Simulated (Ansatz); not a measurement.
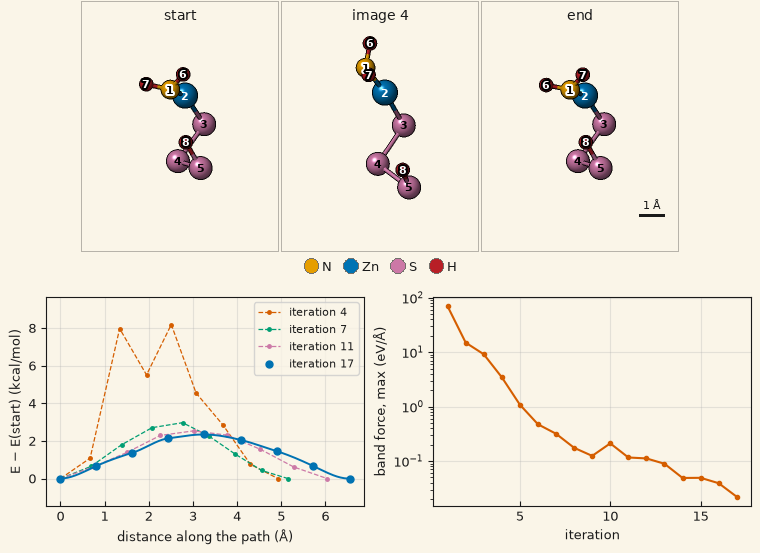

A nudged-elastic-band calculation for ZnNH₃S₃. Images are numbered from 0 (start) to 8 (end). The plot follows the band through its iterations. A ball-and-stick model, seen from a free direction.

Level of theory: Ansatz, RKS PBE0-D4/def2-SVP. Run with 7 movable images; climbing image; force threshold 0.03 eV/Å; iteration limit 60; starting path through a guess of the saddle point.

How did the profile develop, and is the result final?

Answer. The result is final at these settings. The band converged in 17 iterations. The largest component of the band force went from 70 to 0.022 eV/Å. The climbing image converged on the top of the path. Its vibrational analysis gives one imaginary mode (88i cm⁻¹), as a transition state must have. The first iteration put the highest image at 268.15 kcal/mol. The two ends have the same energy, and the highest point, image 4, lies 2.35 kcal/mol above the start.

Cost: 5.7 min on 2 threads of Intel(R) Xeon(R) Platinum 8488C (Sapphire Rapids), on a shared host, peak memory 0.33 GiB.
